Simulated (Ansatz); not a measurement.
A series of calculations on Si₂H₇Cl

Part 1: Relaxation

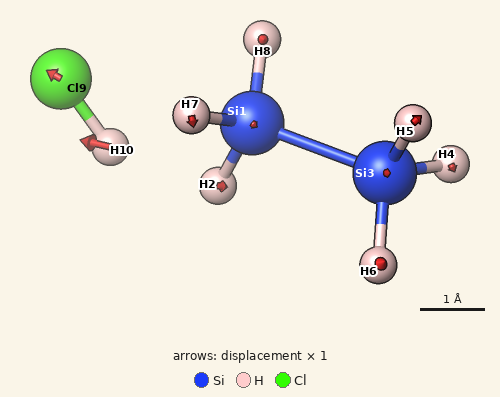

This is a relaxation of Si$_{2}$H$_{7}$Cl. The starting structure is drawn; red arrows show the displacements, at their true length. The two geometries are superimposed by the best rigid fit.

The picture is a ball-and-stick view, seen at a tilt.

The run prepares an end point of a later path (reaction) calculation, from a guessed geometry.

Theory: RKS PBE0-D4/def2-SVP in Ansatz 0.2.0. (no spin polarisation; force threshold 0.03 eV/Å; at most 50 steps)

### Describe the change and its energy.

The largest move after the best rigid fit is that of H10, 0.59 Å. Largest moves by element: H 0.59 Å, Cl 0.28 Å, Si 0.12 Å. Among the contacts that change: Cl9–H10 1.330 → 1.286 Å, Si1–H2 1.476 → 1.499 Å. The energy falls by 0.092 eV in 10 accepted moves (11 points after the start). Largest force component: 1.1 eV/Å at the start, 0.0052 eV/Å at the end. The line search rejected the trial step at point 10 of the run. The forces were under the threshold at step 8, but the run went on from there. The run took 20 s on 2 threads of Arm Neoverse V1, with other jobs on the host, peak memory 0.18 GiB.

Part 2: Relaxation

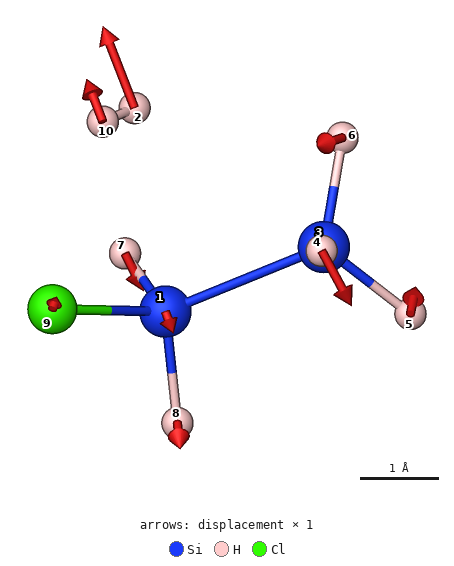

This is a relaxation of Si$_{2}$H$_{7}$Cl. The starting structure is drawn; red arrows show the displacements, at their true length. The two geometries are superimposed by the best rigid fit.

Style: ball-and-stick. Shown at a tilt.

The run prepares an end point of a later path (reaction) calculation, from a guessed geometry.

Level of theory: Ansatz 0.2.0, RKS PBE0-D4/def2-SVP. Settings: no spin polarisation; force threshold 0.03 eV/Å; at most 50 steps.

### Which element moves most?

Hydrogen: up to 1.14 Å, against 0.31 Å for silicon.

### Describe the change and its energy.

H2 moves most after the best rigid fit: 1.14 Å. Largest moves by element: H 1.14 Å, Si 0.31 Å, Cl 0.21 Å. Some distances before and after: H2–H10 0.719 → 0.763 Å, Si1–Cl9 2.113 → 2.082 Å, Si1–Si3 2.353 → 2.341 Å. Among the angles between lasting bonds that change: H8–Si1–Cl9 105.8° → 108.0°, Si3–Si1–Cl9 109.5° → 107.4°. Groups turn about Si1–Si3 by about 40°. After 14 accepted moves (16 points after the start) the energy has fallen by 18.2 kJ/mol. Largest force component: 1.5 eV/Å at the start, 0.026 eV/Å at the end. The line search rejected the trial steps at points 4, 8 of the run. The forces were under the threshold at step 11, but the run went on from there.

Limits of the set-up: the start holds two separate molecules, 2.4 Å apart at their closest, whose relative position is a soft coordinate.

Part 3: Path

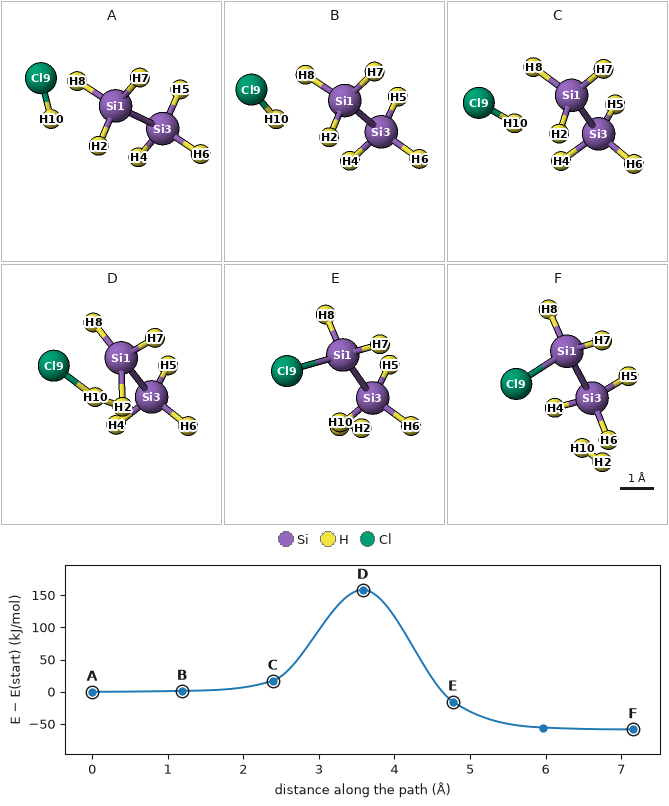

A nudged-elastic-band calculation for Si2H7Cl, made up at the start of Si₂H₆ and HCl. Images are numbered from 0 (start) to 6 (end). Frames A to F are images 0, 1, 2, 3, 4, 6. The picture is a ball-and-stick view, seen from a free direction.

These are results of RKS PBE0-D4/def2-SVP in Ansatz 0.2.0, not measurements. Settings: 5 movable images; climbing image; force threshold 0.05 eV/Å; iteration limit 60; starting path through a guess of the saddle point.

> What happens along the path, and what is the barrier?

Breaking: Cl9–H10 (1.29 → 1.60 at the top → 2.93 Å), Si1–H2 (1.50 → 1.70 at the top → 4.08 Å). Forming: H2–H10 (2.56 → 0.98 at the top → 0.76 Å), Si1–Cl9 (3.71 → 2.55 at the top → 2.08 Å). The highest point, image 3, lies 158.3 kJ/mol above the start and 216.6 kJ/mol above the end; the end is at −58.2 kJ/mol relative to the start. The band converged in 26 iterations. The largest component of the band force went from 3 to 0.029 eV/Å. The climbing image converged on the top of the path. Its vibrational analysis gives one imaginary mode (1035i cm⁻¹), as a transition state must have.

Limits of the set-up: the start holds two separate molecules, 2.6 Å apart at their closest, whose relative position is a soft coordinate.

Cost: 3.6 min on 2 threads of Arm Neoverse V1, with other jobs on the host, peak memory 0.2 GiB.
